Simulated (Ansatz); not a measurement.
Input file:

```
crystal:
  periodic: [false, false, false]
  atoms:
    - {symbol: Cu, position_ang: [0.000048, 0.000202, 0.000296]}
    - {symbol: Cl, position_ang: [1.261094, 1.131309, -1.170632]}
    - {symbol: Cl, position_ang: [-1.261152, -1.131511, 1.170336]}
basis:
  gaussian: {orbitals: def2-TZVP, initial_orbitals: start.molden}
magnetization: {spin_polarized: true, initial_magnetization: 1}
hamiltonian: {xc: pbe0, dispersion: d4}
output: {forces: true, orbitals: {seedname: orbitals}}
```

Run with:

```sh
ansatz run in.yaml --threads 4 --pin off --events-out ev --progress --plain --max-ram 3916MiB
```

Geometry: PBE0-D4/def2-TZVP.

Level of theory: UKS PBE0-D4/def2-TZVP (Ansatz).

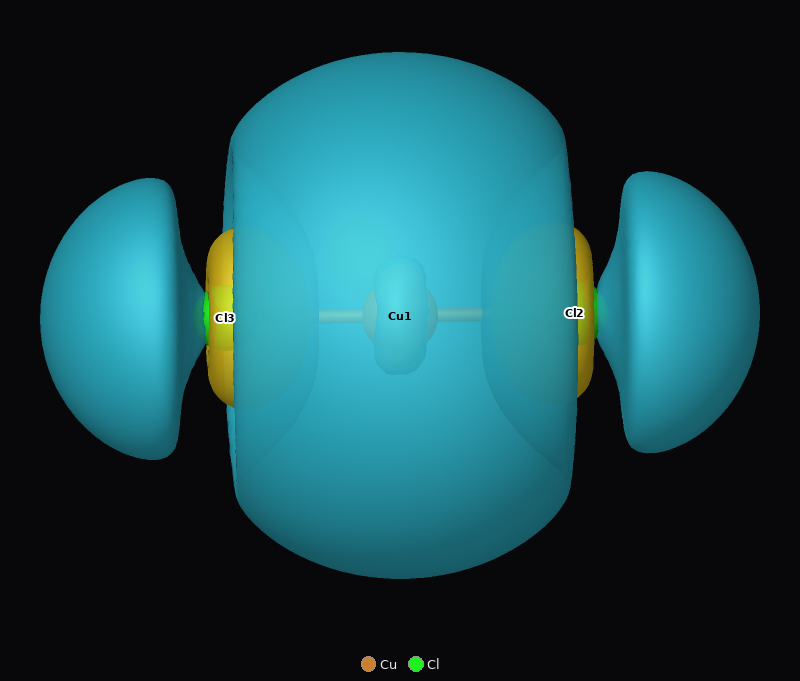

Cl2Cu (doublet). The LUMO (α) at ±0.04 Å⁻³ᐟ² (yellow and cyan are the two phases), seen from one side.

Where does this orbital lie, and at what energy?

By Hirshfeld shares it lies mainly on Cu1 (about 65 %), Cl2 (about 20 %) and Cl3 (about 20 %); it is of σ type; it is gerade (even under inversion). Its energy is −0.80 eV.
